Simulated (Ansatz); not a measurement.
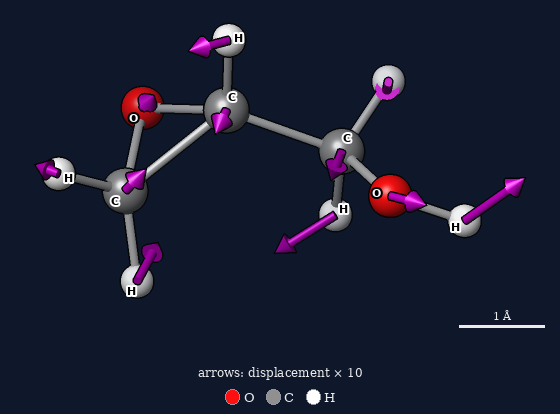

A relaxation of C₃H₆O₂ (coarse preliminary run). The starting structure is drawn; purple arrows show the displacements, magnified 10 times. The two geometries are superimposed by the best rigid fit.

A ball-and-stick model, seen face on.

The start comes from a force field.

Theory: Ansatz 0.2.0, RKS PBE-D4/def2-SVP.

Input
```yaml
crystal:
  periodic: [false, false, false]
  atoms:
    - {symbol: O, position_ang: [-1.699200, 0.116000, -0.704900]}
    - {symbol: C, position_ang: [-0.954600, -0.242300, 0.365900]}
    - {symbol: C, position_ang: [0.334100, 0.521600, 0.346000]}
    - {symbol: C, position_ang: [1.536900, 0.015300, -0.470300]}
    - {symbol: O, position_ang: [1.490300, -0.088700, 0.971500]}
    - {symbol: H, position_ang: [-2.523800, -0.387000, -0.657800]}
    - {symbol: H, position_ang: [-0.735800, -1.329800, 0.343500]}
    - {symbol: H, position_ang: [-1.443200, -0.057000, 1.315000]}
    - {symbol: H, position_ang: [0.177200, 1.592000, 0.485800]}
    - {symbol: H, position_ang: [2.194400, 0.778900, -0.888600]}
    - {symbol: H, position_ang: [1.449100, -0.892000, -1.098100]}
basis:
  gaussian: {orbitals: def2-SVP}
hamiltonian: {xc: pbe, dispersion: d4}
relax: {f_tol: 0.03, max_steps: 200}
```

> Which element moves most?

Hydrogen: up to 0.10 Å, against 0.06 Å for oxygen.

> What did the optimiser do to the structure, and how much energy did it gain?

The energy falls by 0.248 eV in 3 accepted moves (4 points after the start). Largest force component: 1.9 eV/Å at the start, 0.018 eV/Å at the end. The line search rejected the trial step at point 3 of the run. H6 moves most after the best rigid fit: 0.10 Å. Largest moves by element: H 0.10 Å, O 0.06 Å, C 0.05 Å. Some distances before and after: C3–C4 1.539 → 1.472 Å, O1–C2 1.353 → 1.415 Å, C2–H8 1.083 → 1.119 Å, C3–O5 1.449 → 1.428 Å. Among the angles between lasting bonds that change: O5–C4–H11 120.3° → 115.9°, C3–C4–H10 116.4° → 119.6°, C2–C3–H9 112.0° → 115.1°. The run took about 15 core-seconds on a shared host.
